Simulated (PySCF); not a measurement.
# C3H13NSi2: electronic excitations

Aim: predict the electronic excitations of C3H13NSi2 (`NC[SiH2]CC[SiH3]`).

Programs: PySCF 2.14.0, with density-fitted response routines of our own. Each step states its level of theory. These are calculated values for one molecule in the gas phase, unless marked as measured. Atoms are numbered from 0 throughout.

### Step 1. Starting geometry

19 atoms, charge 0, multiplicity 1; geometry from: GFN2-xTB.

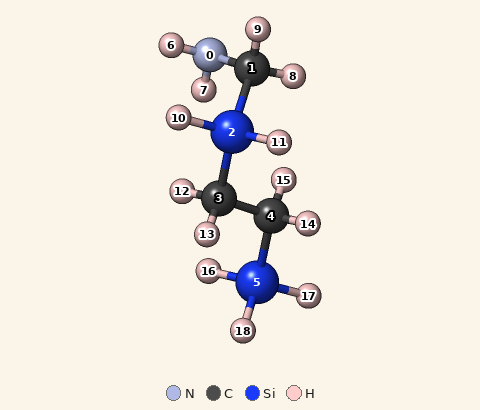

The starting geometry (nitrogen light blue, carbon dark grey, silicon blue, hydrogen pink), atoms numbered.

### Step 2. Ultraviolet spectrum: PBE0/def2-SVPD

What the job is given:

```
{"job": {"kind": "uv", "xc": "PBE0", "basis": "def2-SVPD", "nstates": 8, "ntriplets": 3}, "charge": 0, "multiplicity": 1}
N     -2.559334     1.050137     0.007102
C     -2.266874    -0.159666     0.778334
Si    -1.085434    -1.407597    -0.076072
C      0.544279    -0.520646    -0.515589
C      1.262885     0.064825     0.702624
Si     2.887245     0.940234     0.240790
H     -2.985590     0.799677    -0.879100
H     -1.697185     1.542948    -0.203322
H     -1.859374     0.167311     1.738392
H     -3.224829    -0.635572     1.000096
H     -1.719999    -1.869897    -1.319051
H     -0.828181    -2.534690     0.825025
H      0.355760     0.277923    -1.237957
H      1.210907    -1.223780    -1.018266
H      1.464762    -0.735599     1.417496
H      0.599250     0.766194     1.212574
H      2.597819     2.021796    -0.705485
H      3.506055     1.491976     1.447117
H      3.788035    -0.026323    -0.391840
```

Level: TDDFT PBE0/def2-SVPD, vertical, gas phase, core orbitals frozen in the response.

Command:

```
> OMP_NUM_THREADS=1 python probes_run.py task.json out
```

The driver reads the jobs from task.json and runs them one after another.

Log:

```text
coarse grid: 15632 points
cycle   1  E = -754.9687092729  dE =  9.948e-02  |g| = 4.392e-01  |ddm| = 5.322e+00
cycle   2  E = -754.9410353555  dE =  2.767e-02  |g| = 5.537e-01  |ddm| = 3.015e+00
cycle   3  E = -755.0187991050  dE = -7.776e-02  |g| = 4.749e-02  |ddm| = 1.775e+00
cycle   4  E = -755.0193095238  dE = -5.104e-04  |g| = 1.730e-02  |ddm| = 1.320e-01
cycle   5  E = -755.0193717322  dE = -6.221e-05  |g| = 6.308e-03  |ddm| = 4.332e-02
cycle   6  E = -755.0193810978  dE = -9.366e-06  |g| = 1.133e-03  |ddm| = 2.201e-02
final grid: 138304 points
cycle   7  E = -755.1110815495  dE = -2.779e-05  |g| = 8.437e-03  |ddm| = 9.703e-02
cycle   8  E = -755.1110674088  dE =  1.414e-05  |g| = 1.122e-02  |ddm| = 4.095e-02
cycle   9  E = -755.1111002259  dE = -3.282e-05  |g| = 4.299e-04  |ddm| = 2.382e-02
cycle  10  E = -755.1111002650  dE = -3.911e-08  |g| = 1.871e-04  |ddm| = 1.223e-03
cycle  11  E = -755.1111002727  dE = -7.637e-09  |g| = 4.267e-05  |ddm| = 5.263e-04
cycle  12  E = -755.1111002731  dE = -4.575e-10  |g| = 1.122e-05  |ddm| = 1.656e-04
converged SCF energy = -755.1111002731

Static polarisability (au): isotropic 102.478, principal 89.622 97.699 120.111

Singlet excitations
state   eV       nm        f      main configurations
  1   5.5213    224.6   0.00726   H->L 0.86
  2   6.2007    200.0   0.01475   H->L+1 0.83
  3   6.4982    190.8   0.02055   H->L+3 0.45, H->L+2 0.27, H->L+5 0.10
  4   6.6500    186.4   0.00371   H->L+3 0.42, H->L+2 0.30, H->L+5 0.17
  5   6.8055    182.2   0.04084   H->L+4 0.85
  6   6.8990    179.7   0.00494   H-1->L 0.96
  7   7.0346    176.2   0.01263   H->L+5 0.56, H->L+2 0.26
  8   7.2559    170.9   0.06185   H->L+7 0.45, H->L+8 0.23, H->L+6 0.15

Triplet excitations (Tamm-Dancoff, eV): 5.2846 5.9714 6.3029
```

It took 48 s on 1 thread of Arm Neoverse V1, shared host; peak memory 0.94 GiB.

Frontier orbitals and where they lie:

```tsv
orbital	eV	atoms
HOMO−3	-9.53	Si5 31 %, H16 20 %, H18 18 %
HOMO−2	-9.35	Si2 28 %, H10 21 %, H11 14 %
HOMO−1	-7.91	C3 23 %, C4 22 %, Si2 15 %
HOMO	-6.53	N0 52 %, C1 18 %, Si2 11 %
LUMO	0.12	Si5 19 %, Si2 10 %, C4 9 %
LUMO+1	0.73	Si2 20 %, C1 11 %, Si5 10 %
LUMO+2	0.94	Si5 37 %, H16 11 %, H18 9 %
```

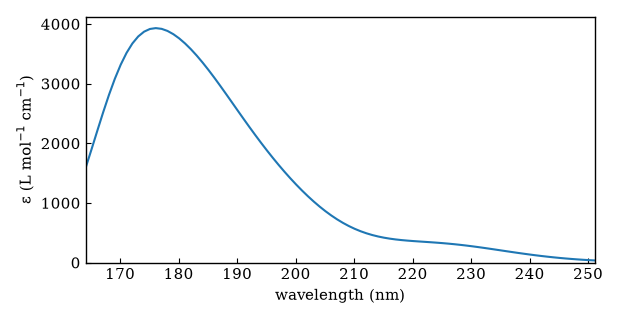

Absorption spectrum: each of the 8 states is a Gaussian band of 0.4 eV half-width at 1/e. Beyond the last state computed it falls off for lack of states.

Further results of this job:

```tsv
property	computed
dipole moment (D)	0.78
polarisability (Å³)	15.19
HOMO–LUMO gap (eV)	6.66
−ε(HOMO) (eV)	6.53
```

### Step 3. What came out

| quantity | value |
| --- | --- |
| lowest singlet (PBE0/def2-SVPD) | 5.52 eV (225 nm), f = 0.007 |
| brightest single state of those computed | state 8, 7.26 eV, f = 0.062 |
| lowest triplet | 5.28 eV |

**Reading.** The lowest singlet, at 5.52 eV, is HOMO→LUMO 0.86 and is weak; of the 8 states computed, the strongest absorption comes from state 8 at 7.26 eV (the last computed, so partners may be missing). The lowest triplet lies 0.24 eV below the lowest singlet (triplets in Tamm-Dancoff, singlets in full TDDFT). States above −ε(HOMO) lie where TDDFT describes them poorly and they hang on the basis; the brightest is among them.
